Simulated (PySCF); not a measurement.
## Electronic structure of C6H6F2Si in real space

The calculation's input:

```
{"job": {"kind": "uv", "xc": "CAM-B3LYP", "basis": "def2-SVPD", "nstates": 8, "ntriplets": 3}, "charge": 0, "multiplicity": 1}
C      3.405535    -0.656634    -0.260831
C      2.323492    -0.160554    -0.424958
Si     0.653903     0.576988    -0.643536
F      0.575593     1.169529    -2.148633
C     -0.101565     1.720853     0.707148
C     -1.199671     0.698412     0.862357
C     -0.922508    -0.268795    -0.019155
C     -1.672451    -1.520764    -0.307281
F     -0.810383    -2.584864    -0.469440
H      4.356544    -1.086785    -0.129155
H      0.468593     1.873766     1.621752
H     -0.465847     2.694312     0.381886
H     -2.029249     0.774891     1.546919
H     -2.354276    -1.785601     0.509184
H     -2.232123    -1.436767    -1.248167
```

Command:

```sh
OMP_NUM_THREADS=1 python probes_run.py task.json out
```

Geometry: GFN2-xTB.

Level of theory: PySCF, CAM-B3LYP/def2-SVPD, SCF density, gas phase.

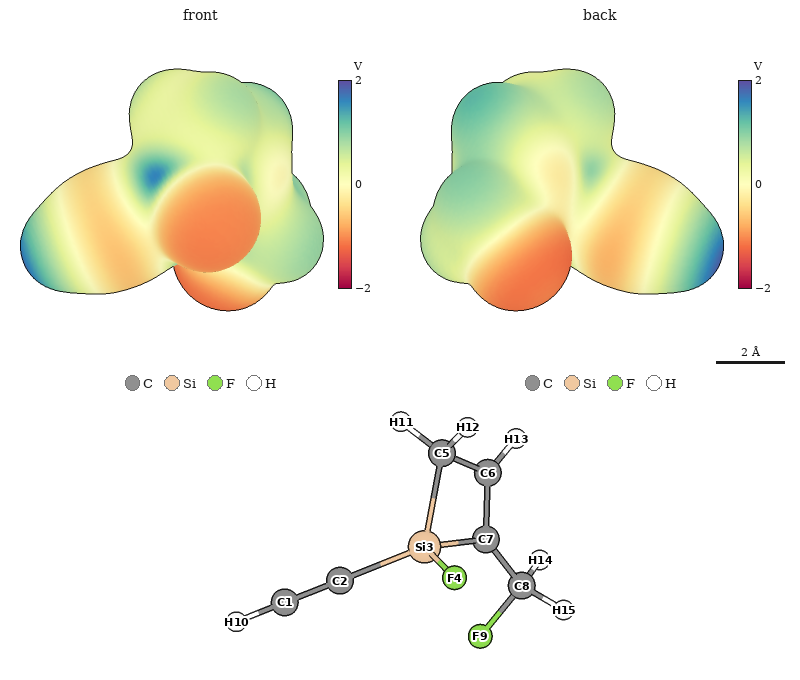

Figure 1. The electrostatic potential painted on the density surface at 0.002 e/bohr³, seen from the front and from behind; the colour scale runs from red (negative) to blue (positive). The bare structure is drawn below in the same view.

**Describe the electrostatic potential map.**

The most negative region (about −1.2 V) lies over F9, the most positive (about +1.8 V) over H10.

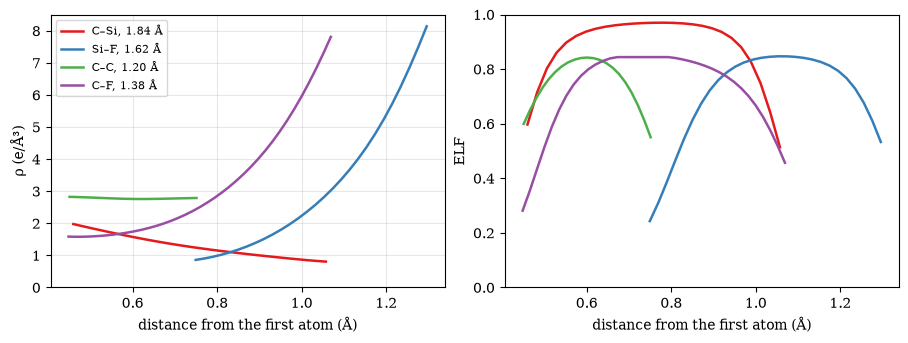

Figure 2. Total electron density and ELF along straight lines between neighbouring atoms. The curves leave out the atomic cores.

**Compare the contacts.**

C–Si (1.84 Å): ρ is about 0.97 e/Å³ halfway; the ELF peaks at about 1 between the atoms; a covalent bond.
Si–F (1.62 Å): the density is about 1 e/Å³ at the midpoint; the ELF peaks at about 0.85 in the valence shell of F, 0.6 Å from its nucleus, and is about 0.45 at the midpoint.
C–C (1.20 Å): ρ at the midpoint is about 2.8 e/Å³; the ELF peaks at about 0.85 between the atoms: a short, multiple covalent bond.
C–F (1.38 Å): the density is about 2.1 e/Å³ at the midpoint, with its minimum of 1.6 e/Å³ about 0.5 Å from C; the ELF peaks at about 0.85 between the atoms (a polar covalent bond).
